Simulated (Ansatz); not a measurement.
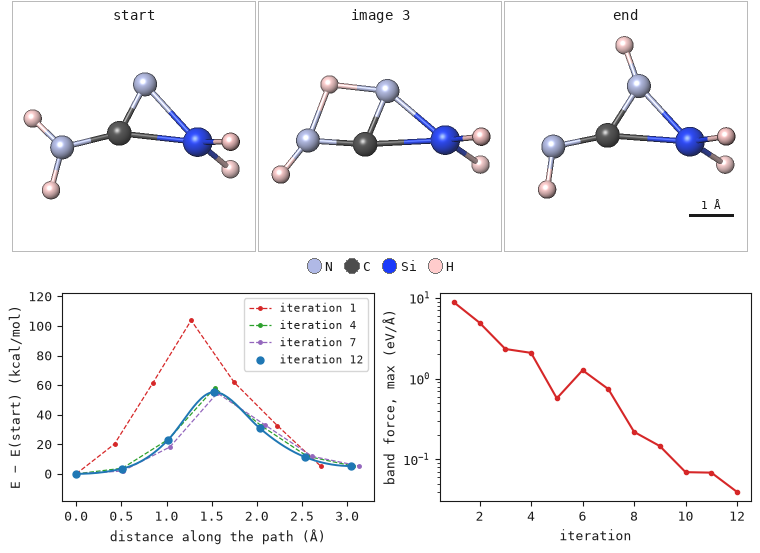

NEB run on CH$_{4}$N$_{2}$Si. Images are numbered from 0 (start) to 6 (end). The plot follows the band through its iterations. A ball-and-stick model, seen face on.

Computed with Ansatz 0.2.0, RKS PBE0-D4/cc-pVDZ. Run with 5 movable images; climbing image; force threshold 0.05 eV/Å; iteration limit 60; starting path through a guess of the saddle point.

> How did the profile develop, and is the result final?

The result is final at these settings. The band converged in 12 iterations. The largest component of the band force went from 8.8 to 0.04 eV/Å. The climbing image converged on the top of the path. Its vibrational analysis gives one imaginary mode (1884i cm⁻¹), as a transition state must have. The first iteration put the highest image at 103.8 kcal/mol. The energy climbs by 55.3 kcal/mol to image 3 and then falls by 50.0 kcal/mol, so the end point sits at +5.3 kcal/mol.

The run took of the order of 2.3 core-minutes on a shared host.
